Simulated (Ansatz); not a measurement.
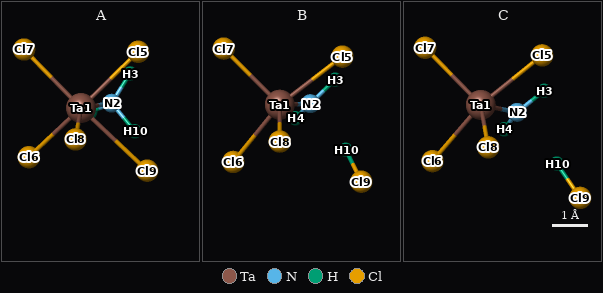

3 geometries from a converged minimum-energy path of TaNH₃Cl₅, shuffled. The picture is a ball-and-stick view, seen from a free direction.

Level of theory: RKS PBE/def2-SVP in Ansatz 0.2.0. Set-up: 7 movable images; climbing image; force threshold 0.03 eV/Å; iteration limit 60; starting path through a guess of the saddle point.

Q: One of them is the converged climbing image. Which?

A: B. In order along the path, whose images run from 0 to 8: C (image 1, +0.02 eV), B (image 3, +0.08 eV), A (image 5, −0.83 eV). Breaking: Cl9–H10 (1.32 → 1.36 at the top → 2.78 Å). Forming: N2–H10 (1.99 → 1.76 at the top → 1.03 Å), Ta1–Cl9 (4.24 → 3.26 at the top → 2.36 Å).
